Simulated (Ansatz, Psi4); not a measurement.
SiH2O2 (SMILES O[Si]O): the HOMO–LUMO gap, rung by rung

The species is SiH2O2 (5 atoms), meant as a singlet with charge 0. As SMILES, `O[Si]O`. Geometry: relaxed at PBE0-D4/def2-TZVP. This is one conformer, not always the lowest.

```xyz
5

O    -1.4432   -0.1056   -0.2750
Si   -0.2120   -0.7913    0.5677
O     1.0360    0.1875    0.0686
H    -1.2319    0.6489   -0.8361
H     1.9011   -0.0131    0.4334
```

Quantity: the HOMO–LUMO gap, in eV. The values are calculated.

| level | kind | program | value (eV) | CPU time |
| --- | --- | --- | --- | --- |
| BLYP/aug-cc-pVDZ | GGA | Ansatz | 4.02 | 5 s |
| revPBE/aug-cc-pVDZ | GGA | Psi4 | 4.00 | 15 s |
| M06-L/aug-cc-pVDZ | meta-GGA | Psi4 | 4.40 | 18 s |
| TPSS/aug-cc-pVDZ | meta-GGA | Psi4 | 4.16 | 20 s |
| r2SCAN0/aug-cc-pVDZ | hybrid meta-GGA | Ansatz | 6.14 | 8.2 s |
| CAM-B3LYP/aug-cc-pVDZ | range-separated hybrid | Ansatz | 8.28 | 6 s |
| wB97M-V/aug-cc-pVDZ | range-separated hybrid | Ansatz | 9.77 | 36 s |
| wB97X/aug-cc-pVDZ | range-separated hybrid | Ansatz | 10.25 | 15 s |

The values span 4.00 to 10.25 eV. Orbital gaps aren't excitation energies; they tend to grow with the share of exact exchange. CPU times are rough (shared hosts, several kinds of processor): they show what a rung costs within a factor of a few.

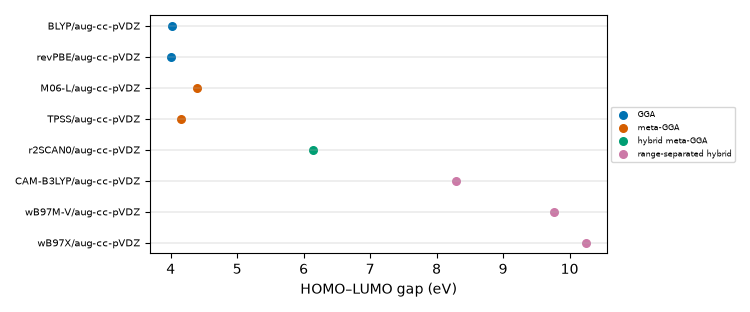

The values of the table, level by level.
